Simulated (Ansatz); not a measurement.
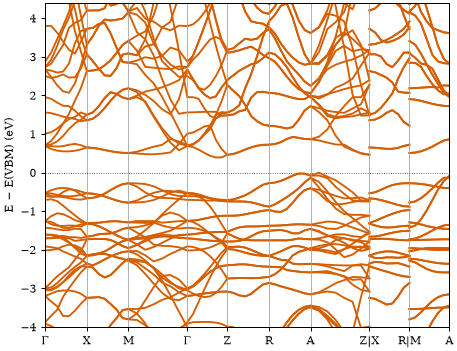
Band structure from r²SCAN in the plane-wave PAW code Ansatz

**Question.** Read off the gap and where the band edges lie.

**Answer.** About 0.4 eV (0.38 eV by a search for the band edges); maximum on the A–Z line, 12 % of the way from A, minimum on the Γ–Z line, 78 % of the way from Γ.

**Question.** Pick the material that matches.
A. SnO2, rutile
B. SnO2, P4_2/nmc (Sn on 2a, O on 4d)
C. RbFeF4, P4/mmm (Rb on 1a, Fe on 1d, F on 2h, F on 2e)
D. In3Ru, P4_2/mnm (In on 8j, In on 4c, Ru on 4f)

**Answer.** D, In3Ru, P4_2/mnm (In on 8j, In on 4c, Ru on 4f)

The first step of the workflow began from a Materials Project structure, measured or hypothetical; the Crystallography Open Database copy checked does not list it. Its standing as an ambient phase is unchecked. Symmetry was held in the r²SCAN relaxation; its stability against distortions is not shown here. The run is not spin-polarised. Spin–orbit coupling is left out wherever it is not named.

Potentials: the later of the program's two PAW sets.
